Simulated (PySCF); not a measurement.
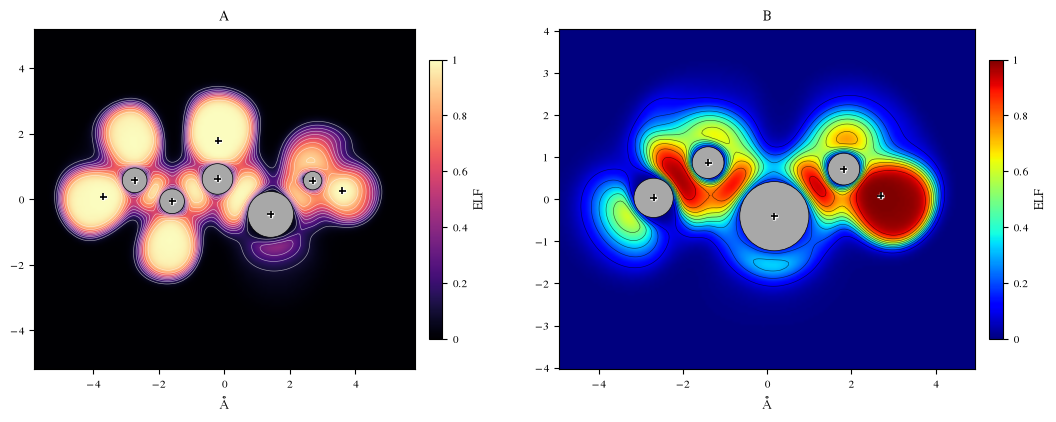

The electron localisation function of 2 systems, each on a plane through atoms (crosses mark nuclei in the plane; grey discs cover the cores).

Method: PySCF, PBE0/def2-SVPD, SCF density, gas phase.

System 1: C₄H₁₃BGe, the plane of atoms B1, C2 and Ge3. Geometry: GFN2-xTB.

```json
{"atom": "B", "x (Å)": "1.3328", "y (Å)": "1.9371", "z (Å)": "0.9850"}
{"atom": "C", "x (Å)": "1.3675", "y (Å)": "1.0569", "z (Å)": "-0.2792"}
{"atom": "Ge", "x (Å)": "-0.1570", "y (Å)": "-0.2670", "z (Å)": "-0.1668"}
{"atom": "C", "x (Å)": "-0.1499", "y (Å)": "-1.3052", "z (Å)": "-1.8723"}
{"atom": "C", "x (Å)": "-1.8988", "y (Å)": "0.6739", "z (Å)": "0.0182"}
{"atom": "C", "x (Å)": "0.1075", "y (Å)": "-1.4999", "z (Å)": "1.3714"}
{"atom": "H", "x (Å)": "0.7040", "y (Å)": "2.9256", "z (Å)": "1.0023"}
{"atom": "H", "x (Å)": "1.8973", "y (Å)": "1.6040", "z (Å)": "1.9560"}
{"atom": "H", "x (Å)": "1.2082", "y (Å)": "1.5962", "z (Å)": "-1.2121"}
{"atom": "H", "x (Å)": "2.2640", "y (Å)": "0.4466", "z (Å)": "-0.3832"}
{"atom": "H", "x (Å)": "-0.9444", "y (Å)": "-2.0457", "z (Å)": "-1.8634"}
{"atom": "H", "x (Å)": "0.7943", "y (Å)": "-1.8232", "z (Å)": "-2.0116"}
{"atom": "H", "x (Å)": "-0.3073", "y (Å)": "-0.6498", "z (Å)": "-2.7240"}
{"atom": "H", "x (Å)": "-2.0602", "y (Å)": "1.3554", "z (Å)": "-0.8118"}
{"atom": "H", "x (Å)": "-1.9219", "y (Å)": "1.2499", "z (Å)": "0.9381"}
{"atom": "H", "x (Å)": "-2.7203", "y (Å)": "-0.0368", "z (Å)": "0.0392"}
{"atom": "H", "x (Å)": "-0.6723", "y (Å)": "-2.2560", "z (Å)": "1.3977"}
{"atom": "H", "x (Å)": "1.0667", "y (Å)": "-2.0045", "z (Å)": "1.3030"}
{"atom": "H", "x (Å)": "0.0799", "y (Å)": "-0.9482", "z (Å)": "2.3061"}
```

System 2: C₄H₇BOSi, the plane of atoms Si3, O4 and H10. Geometry: GFN2-xTB.

```xyz
14

C    -2.2012    2.3873    0.5003
C    -1.8580    1.2373    0.4271
Si   -1.2696   -0.5371    0.3369
O    -2.0767   -1.4140    1.4671
B     0.6413   -0.7088    0.7152
C     1.6763   -0.0165   -0.1986
C     2.9662   -0.3581   -0.2527
H    -2.5152    3.3906    0.5606
H    -1.7724   -0.9522   -0.9960
H    -3.0286   -1.4190    1.5162
H     1.0486   -1.3396    1.6165
H     1.3522    0.7666   -0.8786
H     3.6690    0.0995   -0.9340
H     3.3674   -1.1366    0.3778
```

> Match each panel to its system.

Panel A is system 2, C₄H₇BOSi: the plane holds Si, O, B, C and H. C–B (1.54 Å): the ELF peaks at about 0.95 between the atoms (localised, covalent bonding). Panel B is system 1, C₄H₁₃BGe: the plane holds B, C, Ge and H. C–B (1.54 Å): the ELF peaks at about 0.95 between the atoms; localised, covalent bonding.
